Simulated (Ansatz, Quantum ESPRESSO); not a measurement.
# From contact to tunnelling: vacuum gaps between two Na(110) faces, part 2 of 5

Aim: how the conductance falls as the barrier grows, for vacuum gaps between two Na(110) faces.

Quantum ESPRESSO 7.5; plane-wave DFT, PBE, GBRV ultrasoft pseudopotentials; cross-check by Ansatz 0.2.0 with PAW datasets.

So far. Step 2 (Self-consistent run, 5 Å): The run needed 10 iterations to bring the estimated error under 1e-07 Ry; the largest force on any atom, held or free, is 0.10 eV/Å.

### Step 3. The open system, 5 Å

Level of this step: transmission by pwcond, lead and junction from one cell; plane-wave DFT, PBE, GBRV ultrasoft pseudopotentials (Quantum ESPRESSO).

prefixt takes both regions from one run: the lead from 0 to bdl, the scattering region from bdl to bds (units of alat). ikind = 1 puts the same lead on both sides. The program's T_tot counts both spins in a run without spin; the tables below give T per spin.

j0.cond.in

```
&inputcond
  outdir = './out'
  prefixt = 'j0.scf'
  tran_file = 'j0.cond.dat'
  bdl = 1.4142135619
  bds = 8.9686507833
  ikind = 1
  ewind = 4.0
  epsproj = 1e-05
  nz1 = 7
  energy0 = 0.4
  denergy = -0.4
/
21
  0.00000000 0.00000000 0.01562500
  0.00000000 0.12500000 0.03125000
  0.00000000 0.25000000 0.03125000
  0.00000000 0.37500000 0.03125000
  0.00000000 0.50000000 0.01562500
  0.12500000 0.00000000 0.06250000
  0.12500000 0.25000000 0.06250000
  0.12500000 0.37500000 0.06250000
  0.12500000 0.50000000 0.06250000
  0.25000000 0.00000000 0.06250000
  0.25000000 0.12500000 0.03125000
  0.25000000 0.37500000 0.06250000
  0.25000000 0.50000000 0.06250000
  0.25000000 0.62500000 0.03125000
  0.37500000 0.00000000 0.06250000
  0.37500000 0.12500000 0.06250000
  0.37500000 0.50000000 0.06250000
  0.37500000 0.62500000 0.06250000
  0.50000000 0.00000000 0.03125000
  0.50000000 0.12500000 0.06250000
  0.50000000 0.25000000 0.03125000
3
```

Run with:

```bash
OMP_NUM_THREADS=1 mpirun -n 4 pwcond.x -in j0.cond.in > j0.cond.out
```

Output:

```text
[banner, memory and clock lines left out]
Program PWCOND v.7.5 starts

          URL

     ./out/j0.scf.save/

     IMPORTANT: XC functional enforced from input :
     Exchange-correlation= PBE
                           (   1   4   3   4   0   0   0)
     Any further DFT definition will be discarded
     Please, verify this is what you really want

     Reading collected, re-writing distributed wavefunctions

===== INPUT FILE containing all the regions =====

     GEOMETRY:

     lattice parameter (alat)  =       7.9368  a.u.
     the volume                =    3170.7105 (a.u.)^3
     the cross section         =      44.5432 (a.u.)^2
     l of the unit cell        =       8.9687 (alat)
     number of atoms/cell      =           12
     number of atomic types    =            1

     crystal axes: (cart. coord. in units of alat)
               a(1) = (  1.0000  0.0000  0.0000 )
               a(2) = (  0.5000  0.7071  0.0000 )
               a(3) = (  0.0000  0.0000  8.9687 )

   Cartesian axes

     site n.     atom                  positions (alat units)
          1        Na     tau(  1)=(  0.0000  0.0000  8.9687  )
          2        Na     tau(  2)=(  0.5000  0.0000  0.7071  )
          3        Na     tau(  3)=(  0.0000  0.0000  1.4142  )
          4        Na     tau(  4)=(  0.5000  0.0000  2.1213  )
          5        Na     tau(  5)=(  0.0000  0.0000  2.8284  )
          6        Na     tau(  6)=(  0.5000  0.0000  3.5355  )
          7        Na     tau(  7)=(  0.0000  0.0000  4.7260  )
          8        Na     tau(  8)=(  0.5000  0.0000  5.4331  )
          9        Na     tau(  9)=(  0.0000  0.0000  6.1402  )
         10        Na     tau( 10)=(  0.5000  0.0000  6.8473  )
         11        Na     tau( 11)=(  0.0000  0.0000  7.5544  )
         12        Na     tau( 12)=(  0.5000  0.0000  8.2615  )

     nr1s                      =           32
     nr2s                      =           27
     nr3s                      =          288
     nr1sx                     =           32
     nr2sx                     =           27
     nr3sx                     =          288
     nr1                       =           36
     nr2                       =           32
     nr3                       =          324
     nr1x                      =           36
     nr2x                      =           32
     nr3x                      =          324

 _______________________________
  Radii of nonlocal spheres:

     type       ibeta     ang. mom.          radius (alat units)
       Na         1         0                    0.2543
       Na         2         0                    0.2543
       Na         3         1                    0.2543
       Na         4         1                    0.2543
       Na         5         2                    0.2543
----- General information -----

--- T calc. with identical leads (ikind=1) ---

     nrx                       =           32
     nry                       =           27
     nz1                       =            7

     energy0               =         4.0E-01
     denergy               =        -4.0E-01
     nenergy               =          3
     ecut2d                =         4.0E+01
     ewind                 =         4.0E+00
     epsproj               =         1.0E-05

     number of k_|| points=   21
                       cryst. coord.
        k(    1) = (   0.0000000   0.0000000), wk =   0.0156250
        k(    2) = (   0.0000000   0.1250000), wk =   0.0312500
        k(    3) = (   0.0000000   0.2500000), wk =   0.0312500
        k(    4) = (   0.0000000   0.3750000), wk =   0.0312500
        k(    5) = (   0.0000000   0.5000000), wk =   0.0156250
        k(    6) = (   0.1250000   0.0000000), wk =   0.0625000
        k(    7) = (   0.1250000   0.2500000), wk =   0.0625000
        k(    8) = (   0.1250000   0.3750000), wk =   0.0625000
        k(    9) = (   0.1250000   0.5000000), wk =   0.0625000
        k(   10) = (   0.2500000   0.0000000), wk =   0.0625000
        k(   11) = (   0.2500000   0.1250000), wk =   0.0312500
        k(   12) = (   0.2500000   0.3750000), wk =   0.0625000
        k(   13) = (   0.2500000   0.5000000), wk =   0.0625000
        k(   14) = (   0.2500000   0.6250000), wk =   0.0312500
        k(   15) = (   0.3750000   0.0000000), wk =   0.0625000
        k(   16) = (   0.3750000   0.1250000), wk =   0.0625000
        k(   17) = (   0.3750000   0.5000000), wk =   0.0625000
        k(   18) = (   0.3750000   0.6250000), wk =   0.0625000
        k(   19) = (   0.5000000   0.0000000), wk =   0.0312500
        k(   20) = (   0.5000000   0.1250000), wk =   0.0625000
        k(   21) = (   0.5000000   0.2500000), wk =   0.0312500
----- Information about left/right lead -----

     nocros                   =           13
     noins                    =           13
     norb                     =           39
     norbf                    =          143
     nrz                      =           45

      iorb      type   ibeta   ang. mom.   m       position (alat)
        1        1       1        0        1   taunew(   1)=(  0.0000  0.0000  0.0000)
        2        1       2        0        1   taunew(   2)=(  0.0000  0.0000  0.0000)
        3        1       3        1        1   taunew(   3)=(  0.0000  0.0000  0.0000)
        4        1       3        1        2   taunew(   4)=(  0.0000  0.0000  0.0000)
        5        1       3        1        3   taunew(   5)=(  0.0000  0.0000  0.0000)
        6        1       4        1        1   taunew(   6)=(  0.0000  0.0000  0.0000)
        7        1       4        1        2   taunew(   7)=(  0.0000  0.0000  0.0000)
        8        1       4        1        3   taunew(   8)=(  0.0000  0.0000  0.0000)
        9        1       5        2        1   taunew(   9)=(  0.0000  0.0000  0.0000)
       10        1       5        2        2   taunew(  10)=(  0.0000  0.0000  0.0000)
       11        1       5        2        3   taunew(  11)=(  0.0000  0.0000  0.0000)
       12        1       5        2        4   taunew(  12)=(  0.0000  0.0000  0.0000)
       13        1       5        2        5   taunew(  13)=(  0.0000  0.0000  0.0000)
       14        1       1        0        1   taunew(  14)=(  0.5000  0.0000  0.7071)
       15        1       2        0        1   taunew(  15)=(  0.5000  0.0000  0.7071)
       16        1       3        1        1   taunew(  16)=(  0.5000  0.0000  0.7071)
       17        1       3        1        2   taunew(  17)=(  0.5000  0.0000  0.7071)
       18        1       3        1        3   taunew(  18)=(  0.5000  0.0000  0.7071)
       19        1       4        1        1   taunew(  19)=(  0.5000  0.0000  0.7071)
[...]
96        1       3        1        3   taunew(  96)=(  0.5000  0.0000  5.4331)
       97        1       4        1        1   taunew(  97)=(  0.5000  0.0000  5.4331)
       98        1       4        1        2   taunew(  98)=(  0.5000  0.0000  5.4331)
       99        1       4        1        3   taunew(  99)=(  0.5000  0.0000  5.4331)
      100        1       5        2        1   taunew( 100)=(  0.5000  0.0000  5.4331)
      101        1       5        2        2   taunew( 101)=(  0.5000  0.0000  5.4331)
      102        1       5        2        3   taunew( 102)=(  0.5000  0.0000  5.4331)
      103        1       5        2        4   taunew( 103)=(  0.5000  0.0000  5.4331)
      104        1       5        2        5   taunew( 104)=(  0.5000  0.0000  5.4331)
      105        1       1        0        1   taunew( 105)=(  0.0000  0.0000  6.1402)
      106        1       2        0        1   taunew( 106)=(  0.0000  0.0000  6.1402)
      107        1       3        1        1   taunew( 107)=(  0.0000  0.0000  6.1402)
      108        1       3        1        2   taunew( 108)=(  0.0000  0.0000  6.1402)
      109        1       3        1        3   taunew( 109)=(  0.0000  0.0000  6.1402)
      110        1       4        1        1   taunew( 110)=(  0.0000  0.0000  6.1402)
      111        1       4        1        2   taunew( 111)=(  0.0000  0.0000  6.1402)
      112        1       4        1        3   taunew( 112)=(  0.0000  0.0000  6.1402)
      113        1       5        2        1   taunew( 113)=(  0.0000  0.0000  6.1402)
      114        1       5        2        2   taunew( 114)=(  0.0000  0.0000  6.1402)
      115        1       5        2        3   taunew( 115)=(  0.0000  0.0000  6.1402)
      116        1       5        2        4   taunew( 116)=(  0.0000  0.0000  6.1402)
      117        1       5        2        5   taunew( 117)=(  0.0000  0.0000  6.1402)
      118        1       1        0        1   taunew( 118)=(  0.5000  0.0000  6.8473)
      119        1       2        0        1   taunew( 119)=(  0.5000  0.0000  6.8473)
      120        1       3        1        1   taunew( 120)=(  0.5000  0.0000  6.8473)
      121        1       3        1        2   taunew( 121)=(  0.5000  0.0000  6.8473)
      122        1       3        1        3   taunew( 122)=(  0.5000  0.0000  6.8473)
      123        1       4        1        1   taunew( 123)=(  0.5000  0.0000  6.8473)
      124        1       4        1        2   taunew( 124)=(  0.5000  0.0000  6.8473)
      125        1       4        1        3   taunew( 125)=(  0.5000  0.0000  6.8473)
      126        1       5        2        1   taunew( 126)=(  0.5000  0.0000  6.8473)
      127        1       5        2        2   taunew( 127)=(  0.5000  0.0000  6.8473)
      128        1       5        2        3   taunew( 128)=(  0.5000  0.0000  6.8473)
      129        1       5        2        4   taunew( 129)=(  0.5000  0.0000  6.8473)
      130        1       5        2        5   taunew( 130)=(  0.5000  0.0000  6.8473)
      131        1       1        0        1   taunew( 131)=(  0.0000  0.0000  7.5544)
      132        1       2        0        1   taunew( 132)=(  0.0000  0.0000  7.5544)
      133        1       3        1        1   taunew( 133)=(  0.0000  0.0000  7.5544)
      134        1       3        1        2   taunew( 134)=(  0.0000  0.0000  7.5544)
      135        1       3        1        3   taunew( 135)=(  0.0000  0.0000  7.5544)
      136        1       4        1        1   taunew( 136)=(  0.0000  0.0000  7.5544)
      137        1       4        1        2   taunew( 137)=(  0.0000  0.0000  7.5544)
      138        1       4        1        3   taunew( 138)=(  0.0000  0.0000  7.5544)
      139        1       5        2        1   taunew( 139)=(  0.0000  0.0000  7.5544)
      140        1       5        2        2   taunew( 140)=(  0.0000  0.0000  7.5544)
      141        1       5        2        3   taunew( 141)=(  0.0000  0.0000  7.5544)
      142        1       5        2        4   taunew( 142)=(  0.0000  0.0000  7.5544)
      143        1       5        2        5   taunew( 143)=(  0.0000  0.0000  7.5544)
 ngper, shell number =          137          31
 ngper, n2d =          137          95
---  E-Ef =    0.4000000  k =    0.0000000   0.0000000
---  ie =          1  ik =          1
 Nchannels of the left tip =            1
 Right moving states:
   k1(2pi/a)   k2(2pi/a)   E-Ef (eV)
  -0.0629362   0.0000167   0.4000000
 Left moving states:
   k1(2pi/a)   k2(2pi/a)   E-Ef (eV)
   0.0629362   0.0000167   0.4000000

 to transmit
 Band j to band i transmissions and reflections:
    j         i     |T_ij|^2    |R_ij|^2

    1 -->     1     0.99737     0.00263
   Total T_j, R_j =    0.99737  0.00263

E-Ef(ev), T(x2 spins) =    0.4000000   1.9947317
---  E-Ef =    0.0000000  k =    0.0000000   0.0000000
---  ie =          2  ik =          1
 Nchannels of the left tip =            1
 Right moving states:
   k1(2pi/a)   k2(2pi/a)   E-Ef (eV)
  -0.1185878   0.0000176   0.0000000
 Left moving states:
   k1(2pi/a)   k2(2pi/a)   E-Ef (eV)
   0.1185878   0.0000176   0.0000000

 to transmit
 Band j to band i transmissions and reflections:
    j         i     |T_ij|^2    |R_ij|^2

    1 -->     1     0.89326     0.10674
   Total T_j, R_j =    0.89326  0.10674

E-Ef(ev), T(x2 spins) =    0.0000000   1.7865297
---  E-Ef =   -0.4000000  k =    0.0000000   0.0000000
---  ie =          3  ik =          1
 Nchannels of the left tip =            1
 Right moving states:
   k1(2pi/a)   k2(2pi/a)   E-Ef (eV)
  -0.1756739   0.0000184  -0.4000000
 Left moving states:
   k1(2pi/a)   k2(2pi/a)   E-Ef (eV)
   0.1756739   0.0000184  -0.4000000

 to transmit
 Band j to band i transmissions and reflections:
    j         i     |T_ij|^2    |R_ij|^2

    1 -->     1     0.75489     0.24511
   Total T_j, R_j =    0.75489  0.24511

E-Ef(ev), T(x2 spins) =   -0.4000000   1.5097861
 ngper, shell number =          139          73
 ngper, n2d =          139          99
[... further energies and points left out ...]
---  E-Ef =    0.4000000  k =    0.5000000   0.2500000
---  ie =          1  ik =         21
 Nchannels of the left tip =            1
 Right moving states:
   k1(2pi/a)   k2(2pi/a)   E-Ef (eV)
  -0.3885652   0.0000160   0.4000000
 Left moving states:
   k1(2pi/a)   k2(2pi/a)   E-Ef (eV)
   0.3885652   0.0000160   0.4000000

 to transmit
 Band j to band i transmissions and reflections:
    j         i     |T_ij|^2    |R_ij|^2

    1 -->     1     0.33473     0.66527
   Total T_j, R_j =    0.33473  0.66527

E-Ef(ev), T(x2 spins) =    0.4000000   0.6694590
---  E-Ef =    0.0000000  k =    0.5000000   0.2500000
---  ie =          2  ik =         21
 Nchannels of the left tip =            1
 Right moving states:
   k1(2pi/a)   k2(2pi/a)   E-Ef (eV)
  -0.4746890   0.0000172   0.0000000
 Left moving states:
   k1(2pi/a)   k2(2pi/a)   E-Ef (eV)
   0.4746890   0.0000172   0.0000000

 to transmit
 Band j to band i transmissions and reflections:
    j         i     |T_ij|^2    |R_ij|^2

    1 -->     1     0.21871     0.78129
   Total T_j, R_j =    0.21871  0.78129

E-Ef(ev), T(x2 spins) =    0.0000000   0.4374298
---  E-Ef =   -0.4000000  k =    0.5000000   0.2500000
---  ie =          3  ik =         21
 Nchannels of the left tip =            1
 Right moving states:
   k1(2pi/a)   k2(2pi/a)   E-Ef (eV)
   0.4234013   0.0000183  -0.4000000
 Left moving states:
   k1(2pi/a)   k2(2pi/a)   E-Ef (eV)
  -0.4234013   0.0000183  -0.4000000

 to transmit
 Band j to band i transmissions and reflections:
    j         i     |T_ij|^2    |R_ij|^2

    1 -->     1     0.13417     0.86583
   Total T_j, R_j =    0.13417  0.86583

E-Ef(ev), T(x2 spins) =   -0.4000000   0.2683449
   T_tot     0.40000      0.87694E+00
   T_tot     0.00000      0.66846E+00
   T_tot    -0.40000      0.48939E+00

Note: The following floating-point exceptions are signalling: IEEE_UNDERFLOW_FLAG
Note: The following floating-point exceptions are signalling: IEEE_UNDERFLOW_FLAG
Note: The following floating-point exceptions are signalling: IEEE_UNDERFLOW_FLAG
Note: The following floating-point exceptions are signalling: IEEE_UNDERFLOW_FLAG
```

It took 3.1 min on 4 MPI ranks of Arm Neoverse N1, shared host; peak memory 0.29 GiB.

Read from the output:

```
lead channels at the Fermi level, one spin : 0.8594
transmission at the Fermi level, one spin  : 0.3342
conductance                                : 0.3342 G₀
```

Per spin; mean over the k mesh across the current. Open channels, zone mean against energy, zero at the Fermi level:

```tsv
energy (eV)	open channels, zone mean
-0.400	0.734
0.000	0.859
0.400	0.984
```

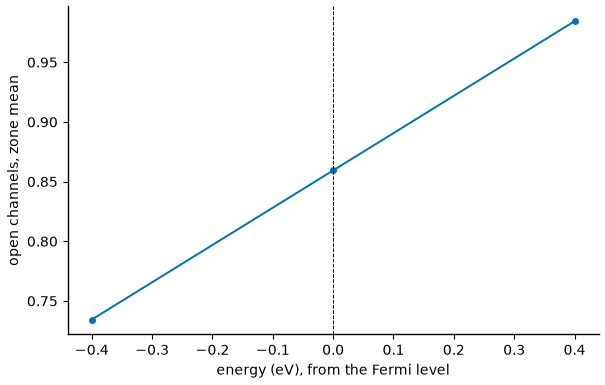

Open channels, zone mean against energy.

Per spin; mean over the k mesh across the current. Transmission, zone mean against energy, zero at the Fermi level:

```tsv
energy (eV)	transmission, zone mean
-0.400	0.245
0.000	0.334
0.400	0.438
```

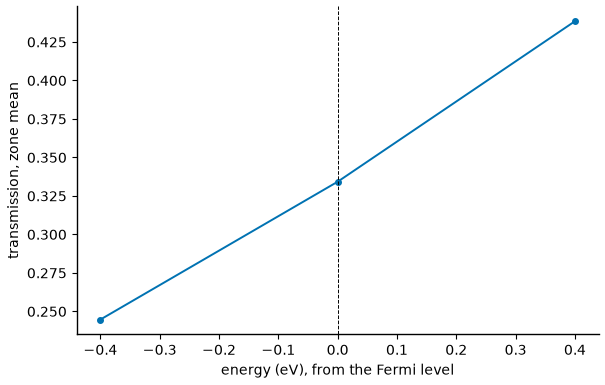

Transmission, zone mean, plotted against energy.

At 0.000 eV; k in fractions of b1, b2. Transmission by k point:

```tsv
k1	k2	weight	t	channels
0	0	0.01562	0.8933	1
0	0.125	0.03125	0.8096	1
0	0.25	0.03125	0.5375	1
0	0.375	0.03125	0.1533	1
0	0.5	0.01562	0	0
0.125	0	0.0625	0.8317	1
0.125	0.25	0.0625	0.6511	1
0.125	0.375	0.0625	0.3197	1
0.125	0.5	0.0625	0	0
0.25	0	0.0625	0.6293	1
0.25	0.125	0.03125	0.7178	1
0.25	0.375	0.0625	0.3643	1
0.25	0.5	0.0625	0.07383	1
0.25	0.625	0.03125	0	0
0.375	0	0.0625	0.3206	1
0.375	0.125	0.0625	0.4642	1
0.375	0.5	0.0625	0.08143	1
0.375	0.625	0.0625	0	0
0.5	0	0.03125	0.0338	2
0.5	0.125	0.0625	0.153	1
0.5	0.25	0.03125	0.2187	1
```

[end of part 2 of 5]

[Logs are printed without paths, hosts, clocks, repeated set-up lines and the standing remarks that a program may print on its own settings, such as how far it seeks lower states.]

[Hosts, paths, dates, database ids (printed as entryN), source tags and the programs' standing remarks are cut or masked in the printed files.]

[Maps of the electrostatic potential energy from Ansatz leave out the sawtooth potential of an applied field or a dipole correction, so their vacuum need not be flat; planar profiles and work functions include it.]
